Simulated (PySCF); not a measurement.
# C₃H₅F₃Si: NMR shifts at several levels of theory, part 2 of 2

PySCF 2.14.0. Atoms count from 0. The steps go on from the part before.

## (8) Nuclear shieldings: PBE0/aug-cc-pVDZ

Job settings and geometry (Å):

```
{"job": {"kind": "nmr", "xc": "PBE0", "basis": "aug-cc-pVDZ", "pop": true}, "charge": 0, "multiplicity": 1}
C     -0.637356     1.468144    -0.213568
C     -0.185918     0.224863    -0.017989
Si     1.631119    -0.224585    -0.267187
C     -1.136303    -0.853496     0.417091
F     -1.214034    -1.817849    -0.508042
F     -2.376462    -0.411476     0.636222
F     -0.711269    -1.433410     1.548143
H      0.030201     2.270635    -0.539225
H     -1.688966     1.726596    -0.055460
H      2.293179     0.971405    -0.864832
H      1.762076    -1.395828    -1.180710
H      2.273751    -0.557260     1.037578
```

Method: GIAO PBE0/aug-cc-pVDZ NMR shielding, non-relativistic, gas phase.

The program printed:

```text
coarse grid: 11240 points
cycle   1  E = -705.7090071444  dE =  8.989e-01  |g| = 8.079e-01  |ddm| = 8.674e+00
cycle   2  E = -705.6031922363  dE =  1.058e-01  |g| = 1.169e+00  |ddm| = 3.047e+00
cycle   3  E = -705.8238576938  dE = -2.207e-01  |g| = 8.160e-02  |ddm| = 1.757e+00
cycle   4  E = -705.8248696627  dE = -1.012e-03  |g| = 5.094e-02  |ddm| = 2.402e-01
cycle   5  E = -705.8255027931  dE = -6.331e-04  |g| = 1.195e-02  |ddm| = 1.045e-01
cycle   6  E = -705.8255360272  dE = -3.323e-05  |g| = 2.583e-03  |ddm| = 3.103e-02
cycle   7  E = -705.8255378415  dE = -1.814e-06  |g| = 4.622e-04  |ddm| = 7.006e-03
final grid: 107224 points
cycle   8  E = -705.8353647038  dE = -3.189e-05  |g| = 6.553e-03  |ddm| = 1.408e-01
cycle   9  E = -705.8353580076  dE =  6.696e-06  |g| = 9.053e-03  |ddm| = 3.683e-02
cycle  10  E = -705.8353743646  dE = -1.636e-05  |g| = 6.737e-04  |ddm| = 1.745e-02
cycle  11  E = -705.8353744454  dE = -8.080e-08  |g| = 2.798e-04  |ddm| = 1.992e-03
cycle  12  E = -705.8353744620  dE = -1.666e-08  |g| = 1.120e-04  |ddm| = 6.558e-04
cycle  13  E = -705.8353744651  dE = -3.080e-09  |g| = 2.229e-05  |ddm| = 2.265e-04
cycle  14  E = -705.8353744652  dE = -1.078e-10  |g| = 7.687e-06  |ddm| = 5.573e-05
converged SCF energy = -705.8353744652

GIAO shielding tensors (ppm)
atom      isotropic    diamagn.    paramagn.     s11        s22        s33       span
  0 C       59.093     217.294    -158.201    -54.454     59.564    172.168    226.621
  1 C       57.525     208.265    -150.740    -46.749     56.805    162.520    209.269
  2 Si     475.427     898.651    -423.224    429.919    475.440    520.922     91.003
  3 C       70.303     243.738    -173.435     64.882     67.142     78.885     14.003
  4 F      260.321     472.385    -212.065    183.335    260.969    336.658    153.324
  5 F      281.239     475.526    -194.287    196.769    301.277    345.671    148.902
  6 F      260.878     472.527    -211.648    183.533    262.006    337.096    153.563
  7 H       25.031      34.350      -9.320     22.158     24.038     28.895      6.737
  8 H       24.501      35.567     -11.065     21.028     23.348     29.129      8.101
  9 H       27.179      29.732      -2.553     24.000     25.884     31.653      7.653
 10 H       26.861      29.607      -2.745     23.486     25.837     31.261      7.776
 11 H       26.869      29.529      -2.660     23.688     25.480     31.439      7.750
```

It took 29 s on 1 thread of Arm Neoverse V1, shared host; peak memory 0.97 GiB.

This run: δ C1 137.6, C0 136.0, C3 124.8, Si2 -58.7, H8 6.89, H7 6.36 ppm.

## (9) Shielding tensors: PBE0/IGLO-III

The job, as its differences from that of step 8:

```diff
@@ -1,2 +1,2 @@
-{"job": {"kind": "nmr", "xc": "PBE0", "basis": "aug-cc-pVDZ", "pop": true}, "charge": 0, "multiplicity": 1}
+{"job": {"kind": "nmr", "xc": "PBE0", "basis": "IGLO-III", "pop": true}, "charge": 0, "multiplicity": 1}
 C     -0.637356     1.468144    -0.213568
```

Level: GIAO PBE0/IGLO-III NMR shielding, non-relativistic, gas phase.

The program printed:

```text
coarse grid: 11240 points
cycle   1  E = -705.8348475967  dE =  8.558e-01  |g| = 8.951e-01  |ddm| = 2.609e+00
cycle   2  E = -705.7084937983  dE =  1.264e-01  |g| = 1.316e+00  |ddm| = 7.756e-01
cycle   3  E = -705.9614172573  dE = -2.529e-01  |g| = 8.778e-02  |ddm| = 4.386e-01
cycle   4  E = -705.9621176309  dE = -7.004e-04  |g| = 6.644e-02  |ddm| = 7.740e-02
cycle   5  E = -705.9631469556  dE = -1.029e-03  |g| = 1.416e-02  |ddm| = 3.606e-02
cycle   6  E = -705.9631878882  dE = -4.093e-05  |g| = 3.515e-03  |ddm| = 7.952e-03
cycle   7  E = -705.9631909181  dE = -3.030e-06  |g| = 6.212e-04  |ddm| = 2.069e-03
final grid: 107224 points
cycle   8  E = -705.9759383299  dE = -1.058e-04  |g| = 6.310e-03  |ddm| = 5.124e-02
cycle   9  E = -705.9759336604  dE =  4.670e-06  |g| = 8.077e-03  |ddm| = 6.963e-03
cycle  10  E = -705.9759460315  dE = -1.237e-05  |g| = 7.975e-04  |ddm| = 3.618e-03
cycle  11  E = -705.9759460892  dE = -5.770e-08  |g| = 3.967e-04  |ddm| = 4.492e-04
cycle  12  E = -705.9759461179  dE = -2.869e-08  |g| = 1.218e-04  |ddm| = 2.065e-04
cycle  13  E = -705.9759461213  dE = -3.407e-09  |g| = 3.502e-05  |ddm| = 7.278e-05
cycle  14  E = -705.9759461215  dE = -2.710e-10  |g| = 8.437e-06  |ddm| = 2.015e-05
converged SCF energy = -705.9759461215

GIAO shielding tensors (ppm)
atom      isotropic    diamagn.    paramagn.     s11        s22        s33       span
  0 C       37.433     256.020    -218.587    -86.950     39.671    159.578    246.529
  1 C       35.805     253.084    -217.279    -79.331     36.373    150.372    229.703
  2 Si     411.647     892.036    -480.390    370.550    412.786    451.604     81.053
  3 C       51.261     251.706    -200.444     46.995     47.329     59.460     12.465
  4 F      243.628     464.471    -220.844    161.066    243.882    325.935    164.868
  5 F      266.095     461.811    -195.716    176.829    286.315    335.142    158.313
  6 F      244.367     464.575    -220.208    161.636    245.200    326.265    164.628
  7 H       25.051      31.094      -6.042     22.292     24.056     28.806      6.515
  8 H       24.595      30.598      -6.003     21.151     23.371     29.262      8.111
  9 H       27.118      29.495      -2.377     24.066     25.898     31.390      7.324
 10 H       26.808      28.917      -2.109     23.584     25.884     30.956      7.372
 11 H       26.817      28.871      -2.054     23.787     25.530     31.132      7.345
```

It took 48 s on 1 thread of Arm Neoverse V1, shared host; peak memory 1.2 GiB.

Key values: δ C1 148.0, C0 146.3, C3 132.5, Si2 -66.3, H8 6.78, H7 6.32 ppm.

## (10) NMR shieldings: PBE0/pcSseg-0

The job, as its differences from that of step 9:

```diff
@@ -1,2 +1,2 @@
-{"job": {"kind": "nmr", "xc": "PBE0", "basis": "IGLO-III", "pop": true}, "charge": 0, "multiplicity": 1}
+{"job": {"kind": "nmr", "xc": "PBE0", "basis": "pcSseg-0", "pop": true}, "charge": 0, "multiplicity": 1}
 C     -0.637356     1.468144    -0.213568
```

Method: GIAO PBE0/pcSseg-0 NMR shielding, non-relativistic, gas phase.

The program printed:

```text
coarse grid: 11240 points
cycle   1  E = -704.3884106252  dE =  8.529e-01  |g| = 8.044e-01  |ddm| = 3.544e+00
cycle   2  E = -704.2836410157  dE =  1.048e-01  |g| = 1.185e+00  |ddm| = 1.658e+00
cycle   3  E = -704.5220888414  dE = -2.384e-01  |g| = 7.025e-02  |ddm| = 9.163e-01
cycle   4  E = -704.5228682083  dE = -7.794e-04  |g| = 4.368e-02  |ddm| = 1.177e-01
cycle   5  E = -704.5233281671  dE = -4.600e-04  |g| = 1.051e-02  |ddm| = 5.061e-02
cycle   6  E = -704.5233554969  dE = -2.733e-05  |g| = 1.453e-03  |ddm| = 1.236e-02
cycle   7  E = -704.5233560577  dE = -5.608e-07  |g| = 3.622e-04  |ddm| = 2.325e-03
final grid: 107224 points
cycle   8  E = -704.4796808470  dE = -1.487e-05  |g| = 3.538e-03  |ddm| = 1.739e-02
cycle   9  E = -704.4796814984  dE = -6.514e-07  |g| = 3.003e-03  |ddm| = 7.266e-03
cycle  10  E = -704.4796835658  dE = -2.067e-06  |g| = 4.615e-04  |ddm| = 3.693e-03
cycle  11  E = -704.4796836043  dE = -3.852e-08  |g| = 8.535e-05  |ddm| = 4.602e-04
cycle  12  E = -704.4796836052  dE = -8.902e-10  |g| = 4.649e-05  |ddm| = 1.179e-04
cycle  13  E = -704.4796836057  dE = -5.223e-10  |g| = 1.255e-05  |ddm| = 6.106e-05
converged SCF energy = -704.4796836057

GIAO shielding tensors (ppm)
atom      isotropic    diamagn.    paramagn.     s11        s22        s33       span
  0 C       40.271     255.169    -214.898    -84.226     39.165    165.874    250.100
  1 C       50.661     267.723    -217.061    -61.636     54.531    159.090    220.726
  2 Si     447.120     879.577    -432.457    389.178    433.601    518.582    129.403
  3 C       47.354     245.178    -197.825     40.805     44.820     56.437     15.632
  4 F      256.462     476.222    -219.760    174.230    271.060    324.096    149.866
  5 F      286.137     474.499    -188.362    196.211    307.974    354.225    158.014
  6 F      256.595     476.559    -219.964    172.520    269.988    327.278    154.758
  7 H       26.173      30.278      -4.105     23.295     25.177     30.047      6.753
  8 H       25.672      29.723      -4.051     22.383     24.415     30.217      7.834
  9 H       28.367      28.901      -0.533     24.458     27.241     33.404      8.946
 10 H       28.065      27.987       0.078     23.991     27.281     32.922      8.931
 11 H       28.066      27.988       0.077     24.169     26.906     33.121      8.952
```

Run time: 6.5 s. Hardware: 1 thread of Arm Neoverse V1, shared host; peak memory 0.48 GiB.

Key values: δ C0 153.2, C3 146.2, C1 142.9, Si2 -98.6, H8 7.16, H7 6.66 ppm.

## (11) Shielding tensors: PBE0/pcSseg-2

The job, as its differences from that of step 10:

```diff
@@ -1,2 +1,2 @@
-{"job": {"kind": "nmr", "xc": "PBE0", "basis": "pcSseg-0", "pop": true}, "charge": 0, "multiplicity": 1}
+{"job": {"kind": "nmr", "xc": "PBE0", "basis": "pcSseg-2", "pop": true}, "charge": 0, "multiplicity": 1}
 C     -0.637356     1.468144    -0.213568
```

Method: GIAO PBE0/pcSseg-2 NMR shielding, non-relativistic, gas phase.

The program printed:

```text
coarse grid: 11240 points
cycle   1  E = -705.8429791299  dE =  8.577e-01  |g| = 8.922e-01  |ddm| = 2.466e+00
cycle   2  E = -705.7194362303  dE =  1.235e-01  |g| = 1.302e+00  |ddm| = 8.821e-01
cycle   3  E = -705.9692435787  dE = -2.498e-01  |g| = 8.643e-02  |ddm| = 5.375e-01
cycle   4  E = -705.9700919545  dE = -8.484e-04  |g| = 6.108e-02  |ddm| = 1.047e-01
cycle   5  E = -705.9709725371  dE = -8.806e-04  |g| = 1.353e-02  |ddm| = 4.813e-02
cycle   6  E = -705.9710110577  dE = -3.852e-05  |g| = 3.249e-03  |ddm| = 9.971e-03
cycle   7  E = -705.9710136916  dE = -2.634e-06  |g| = 5.469e-04  |ddm| = 3.143e-03
final grid: 107224 points
cycle   8  E = -705.9730914791  dE = -9.388e-05  |g| = 5.749e-03  |ddm| = 4.183e-02
cycle   9  E = -705.9730875324  dE =  3.947e-06  |g| = 7.495e-03  |ddm| = 8.699e-03
cycle  10  E = -705.9730987445  dE = -1.121e-05  |g| = 7.282e-04  |ddm| = 4.700e-03
cycle  11  E = -705.9730988019  dE = -5.748e-08  |g| = 3.462e-04  |ddm| = 5.472e-04
cycle  12  E = -705.9730988230  dE = -2.111e-08  |g| = 1.132e-04  |ddm| = 2.430e-04
cycle  13  E = -705.9730988260  dE = -2.914e-09  |g| = 3.490e-05  |ddm| = 1.076e-04
cycle  14  E = -705.9730988262  dE = -2.617e-10  |g| = 8.407e-06  |ddm| = 2.951e-05
converged SCF energy = -705.9730988262

GIAO shielding tensors (ppm)
atom      isotropic    diamagn.    paramagn.     s11        s22        s33       span
  0 C       36.122     252.316    -216.194    -89.612     38.245    159.733    249.346
  1 C       35.545     260.551    -225.006    -80.337     35.753    151.219    231.556
  2 Si     406.276     878.394    -472.118    364.762    405.943    448.123     83.362
  3 C       50.251     239.951    -189.700     45.921     46.239     58.594     12.673
  4 F      245.117     469.892    -224.775    163.586    245.872    325.892    162.306
  5 F      268.044     468.121    -200.077    179.880    288.285    335.967    156.087
  6 F      245.908     470.182    -224.274    164.106    247.384    326.235    162.129
  7 H       24.878      31.038      -6.161     21.953     23.895     28.786      6.834
  8 H       24.476      30.580      -6.104     20.903     23.248     29.279      8.376
  9 H       27.141      29.412      -2.271     24.100     25.901     31.422      7.322
 10 H       26.791      28.761      -1.970     23.526     25.893     30.954      7.429
 11 H       26.795      28.786      -1.990     23.703     25.530     31.153      7.450
```

Run time: 61 s. Hardware: 1 thread of Arm Neoverse V1, shared host; peak memory 1.3 GiB.

In short: δ C1 148.6, C0 148.0, C3 133.9, Si2 -65.0, H8 6.77, H7 6.37 ppm.

## (12) Comparing the runs: NMR shifts

Shifts (ppm) of some atoms, chosen among heavy atoms and hydrogens apart, means over like atoms, with basis size and wall time:

```csv
run,C0,C1,C3,H8,H7,Si2,F4,functions,time
PBE0/6-31G*,133.5,130.5,121.4,6.39,6.05,-32.7,-82.1,112,11 s
"PBE0/6-311+G(2d,p)",141.7,142.3,127.8,6.74,6.32,-64.1,-78.5,227,29 s
PBE0/def2-SVP,137.1,135.2,125.5,6.56,6.11,-65.7,-66.1,127,12 s
PBE0/def2-TZVP,143.4,143.9,131.5,6.73,6.33,-63.9,-75.6,253,37 s
PBE0/cc-pVDZ,137.0,137.8,124.8,6.58,6.17,-58.8,-77.0,127,13 s
PBE0/cc-pVTZ,142.4,142.0,130.3,6.74,6.32,-57.0,-76.5,284,45 s
PBE0/aug-cc-pVDZ,136.0,137.6,124.8,6.89,6.36,-58.7,-73.3,210,29 s
PBE0/IGLO-III,146.3,148.0,132.5,6.78,6.32,-66.3,-76.7,304,48 s
PBE0/pcSseg-0,153.2,142.9,146.2,7.16,6.66,-98.6,-88.0,77,6.5 s
PBE0/pcSseg-2,148.0,148.6,133.9,6.77,6.37,-65.0,-77.2,329,61 s
```

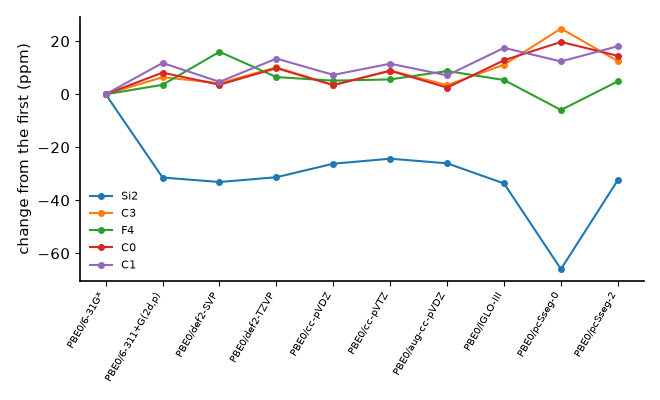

How five of the tabulated atoms move from run to run.

## (13) Summary of results

What follows sums up all 2 parts.

```
                                                               quantity                    value
                                   ¹³C shifts against TMS (PBE0/6-31G*)  133.5, 130.5, 121.4 ppm
   ¹H shifts against TMS (PBE0/6-31G*, means over atoms taken as alike)     6.39, 6.05, 4.54 ppm
                                  ²⁹Si shifts against TMS (PBE0/6-31G*)                -32.7 ppm
¹⁹F shifts against CFCl3 (PBE0/6-31G*, means over atoms taken as alike)                -82.1 ppm
                                              range of the shift of Si2       -98.6 to -32.7 ppm
```

**Reading.** Single values in the summary come from the first sound run of each kind (PBE0/6-31G*), which need not be the best level. At PBE0/6-31G*: Shielding is most anisotropic at C0 (span 218 ppm, paramagnetic term -197 ppm). Across the 10 runs the shift of Si2 moves most, between -98.6 (PBE0/pcSseg-0) and -32.7 ppm (PBE0/6-31G*). Most of that comes from the computed reference, not from the atom's own shielding.
